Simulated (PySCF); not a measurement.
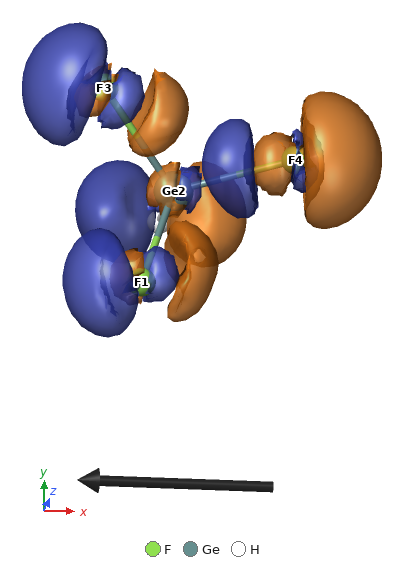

Figure 1: F$_{3}$GeH, SMILES `F[GeH](F)F`. Change of the electron density in a uniform field of 0.21 V/Å along −x (arrow), surfaces at ±0.0015 e/Å³ (orange: gain, blue: loss).

Computed with PySCF, PBE/def2-TZVP, geometry: GFN2-xTB. No frequency check shows the geometry to be a minimum. A basis without diffuse functions makes polarisabilities too small. GFN2-xTB bond lengths at metals and heavier atoms can be off by up to 0.1 Å and shapes distorted, which carries into these values.

Input script:

```python
import numpy as np
from pyscf import gto, scf, dft
from pyscf.scf import atom_ks, atom_hf
from scipy.linalg import block_diag

def solve(mol, dm0=None, hcore=None):
    mf = (dft.UKS if mol.spin else dft.RKS)(mol, xc='pbe')
    mf.grids.level = 3
    mf = mf.density_fit(auxbasis='def2-universal-jkfit')
    mf.conv_tol, mf.max_cycle = 1e-8, 80
    if hcore is not None:
        mf.get_hcore = lambda *args: hcore
    mf.kernel(dm0)
    if not mf.converged:
        mf = mf.newton().run(mf.mo_coeff, mf.mo_occ, max_cycle=30)
    assert mf.converged, 'SCF not converged'
    return mf

mol = gto.M(atom='''
F     -0.51650    -1.46432     0.40388
Ge     0.00009     0.00013    -0.28590
F     -1.01018     1.17903     0.40416
F      1.52643     0.28479     0.40410
H     -0.00075     0.00034    -1.76054
''', basis='def2-tzvp', charge=0, spin=0, verbose=4)
field = np.array([0.004, 0.0, 0.0])  # atomic units
mol.set_common_orig(mol.atom_charges() @ mol.atom_coords() / mol.atom_charges().sum())
mf = solve(mol)
out = dict(dm0=mf.make_rdm1(), d0=mf.dip_moment(unit='AU'), e0=mf.e_tot)
for name, sign in (('p', 1), ('m', -1)):
    h = mf.get_hcore() + sign * np.einsum('x,xij->ij', field, mol.intor('int1e_r'))
    mi = solve(mol, mf.make_rdm1(), h)
    out.update({'dm' + name: mi.make_rdm1(), 'd' + name: mi.dip_moment(unit='AU'), 'e' + name: mi.e_tot})
# spherically averaged free atoms, for the promolecule
atm = atom_ks.get_atm_nrks(mol, xc='pbe')
pro = block_diag(*[(atm[a[0]][2] * atm[a[0]][3]) @ atm[a[0]][2].T for a in mol._atom])
np.savez('result.npz', pro=pro, **out)
```

Command:

```sh
OMP_NUM_THREADS=1 python input.py
```

The run took 49 s on 1 thread of Arm Neoverse N1, with other jobs on the host, peak memory 0.51 GiB.

Partitions, critical points and surface values were worked out afterwards from this run's density.

The field was applied in both directions; the picture shows the one opposite to the script's first.

### How large is the response?

The induced dipole is 0.26 D (along the field); α along this axis, from the fields in both directions, is 26 bohr³ (3.8 Å³).
